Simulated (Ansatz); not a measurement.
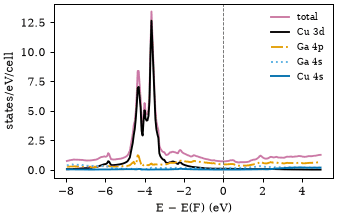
*Total and projected density of states of Ga2Cu in space group P4/mmm (No. 123; Ga on 2h, Cu on 1a), r²SCAN (plane waves, PAW; program Ansatz)*

Problem. Which orbitals carry the states next to the Fermi level?

Solution. Within 0.5 eV of the Fermi level: Ga 4p 64 %, Ga 4s 17 %, Cu 3d 12 %. Projections are on Löwdin-orthogonalised atomic valence shells; empty p or d shells of many metals are not among them.

Problem. Where is the tallest occupied peak in this window, and what makes it?

Solution. Near -3.6 eV, about 13 states/eV per cell; the largest projected share is Cu 3d.

The first step of the workflow began from a Materials Project structure, measured or hypothetical; the Crystallography Open Database files this formula in space group No. 123, but the cells were not matched. Its standing as an ambient phase is unchecked. The cell was relaxed with r²SCAN under the symmetry of its start; its stability against distortions is not shown here. The run is not spin-polarised. Spin–orbit coupling is left out wherever it is not named.

Potentials: the later of the program's two PAW sets.
